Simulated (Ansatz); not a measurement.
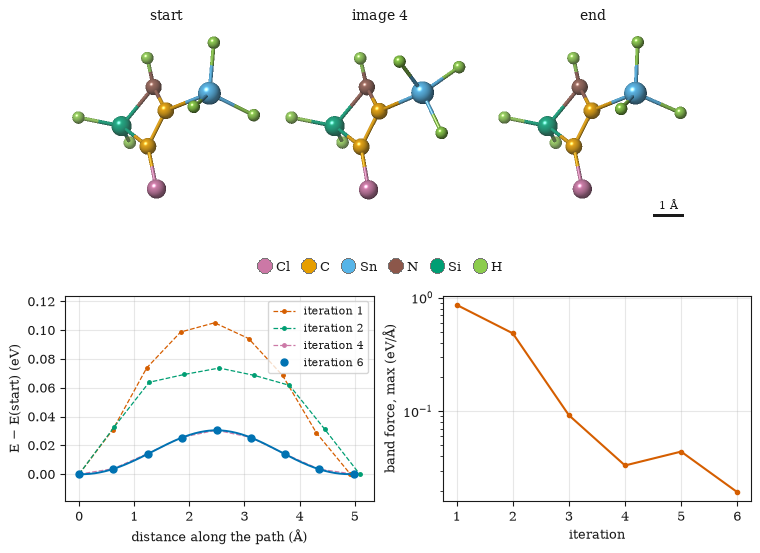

A search for the minimum-energy path of C2H6ClNSiSn by the nudged elastic band. Images are numbered from 0 (start) to 8 (end). The plot follows the band through its iterations. The picture is a ball-and-stick view, seen from a free direction.

The calculation used Ansatz, RKS BHLYP-D4/def2-SVP. Run with 7 movable images; climbing image; force threshold 0.03 eV/Å; iteration limit 31; starting path by image-dependent pair potential.

**How did the profile develop, and is the result final?**

The result is final at these settings. The band converged in 6 iterations. The largest component of the band force went from 0.86 to 0.019 eV/Å. The climbing image converged on the top of the path. Its vibrational analysis gives one imaginary mode (71i cm⁻¹), as a transition state must have. The first iteration put the highest image at 0.105 eV. The barrier is about 0.030 eV in both directions, with image 4 at the top; the ends have the same energy.
